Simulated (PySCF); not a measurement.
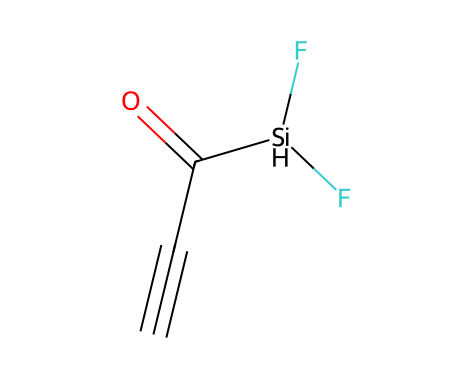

A structural formula.

Question: Give its SMILES.

Answer: C#CC(=O)[SiH](F)F

Question: Give the formula, hydrogens included.

Answer: C3H2F2OSi.

More results for the same structure follow; atom numbers are the same in all pictures, views and colours differ. The computed structure is the end point of a PBE0-D3(BJ)/def2-SVP optimisation. No frequency run is at hand to confirm it as a minimum.

## Geometry

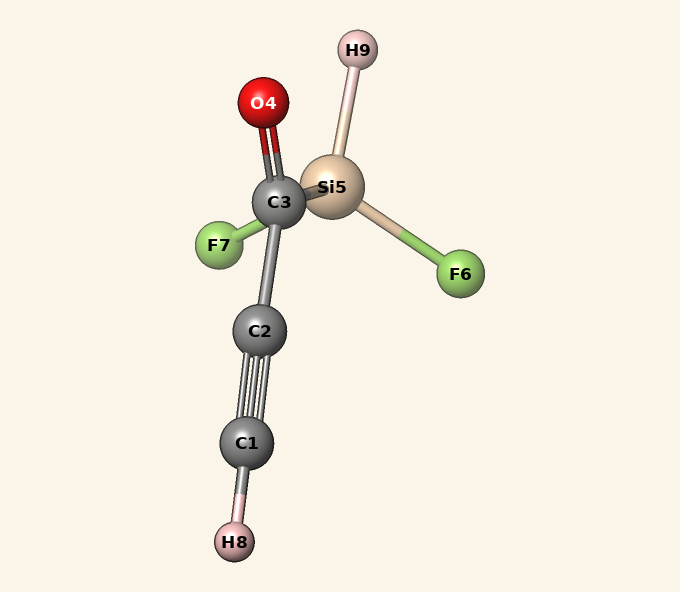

Si5 lies behind C3. The molecule seen a little off the C3–Si5 bond, C3 in front. Distant atoms are faded towards the background colour. No frequency run is at hand to confirm it as a minimum.

Question: What is the torsion angle O4–C3–Si5–F6? The sign is positive where the front bond must turn clockwise to cover the back bond.

Answer: 127°, anticlinal.

## Electronic properties

No frequency run is at hand to confirm it as a minimum. Method: B3LYP/6-31G*, gas phase (PySCF 2.14.0).

What does the calculation give?

- dipole moment: 1.63 D
- HOMO energy (Kohn–Sham orbital): −7.37 eV
- LUMO energy (Kohn–Sham orbital): −2.63 eV
- HOMO–LUMO gap: 4.75 eV

## Spin–spin coupling

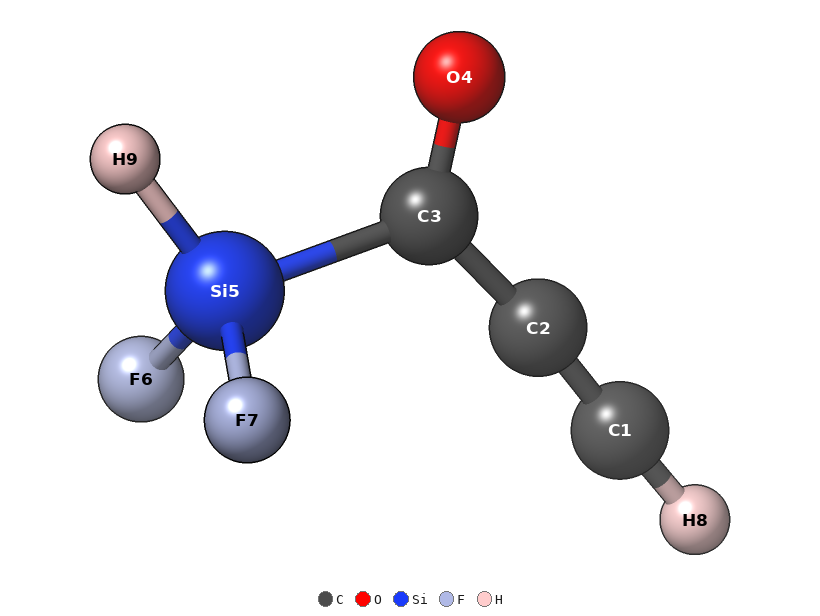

No frequency run is at hand to confirm it as a minimum. Method: B3LYP/6-31G* indirect spin-spin coupling, non-relativistic, gas phase (PySCF 2.14.0). Isotopes: 13C, 19F, 1H, 17O, 29Si.

Give the spin–spin coupling constants of these pairs, with the number of bonds between them: C1/C2, C2/C3, C3/O4, C3/Si5, Si5/F6, C1/C3, C2/Si5, C3/F6, C3/F7, F6/H9, F7/H9, C1/Si5, C2/H9, C3/H8.

| pair | bonds apart | J (Hz) |
| --- | --- | --- |
| C1, C2 | 1 | 182.7 |
| C2, C3 | 1 | 79.5 |
| C3, O4 | 1 | 18.5 |
| C3, Si5 | 1 | −109.0 |
| Si5, F6 | 1 | 328.7 |
| C1, C3 | 2 | 6.0 |
| C2, Si5 | 2 | −32.1 |
| C3, F6 | 2 | 24.4 |
| C3, F7 | 2 | 22.5 |
| F6, H9 | 2 | 51.3 |
| F7, H9 | 2 | 51.7 |
| C1, Si5 | 3 | −5.5 |
| C2, H9 | 3 | 5.0 |
| C3, H8 | 3 | 4.3 |

Density functionals are unreliable for couplings to fluorine, so those rows may be far off.

## Quadrupole coupling

No frequency run is at hand to confirm it as a minimum. Electric field gradients from the ground-state density, B3LYP/6-31G* (PySCF 2.14.0), non-relativistic apart from any core potentials.

Give the largest field-gradient component, the quadrupole coupling constant and the asymmetry for 17O at O4 (Q = −25.6 mb), 2H at H8 (Q = 2.86 mb), 2H at H9 (Q = 2.86 mb).

| atom | V_zz (a.u.) | e²qQ/h (MHz) | η |
| --- | --- | --- | --- |
| O4 | −2.072 | 12.46 | 0.48 |
| H8 | 0.313 | 0.210 | 0.02 |
| H9 | 0.150 | 0.101 | 0.01 |
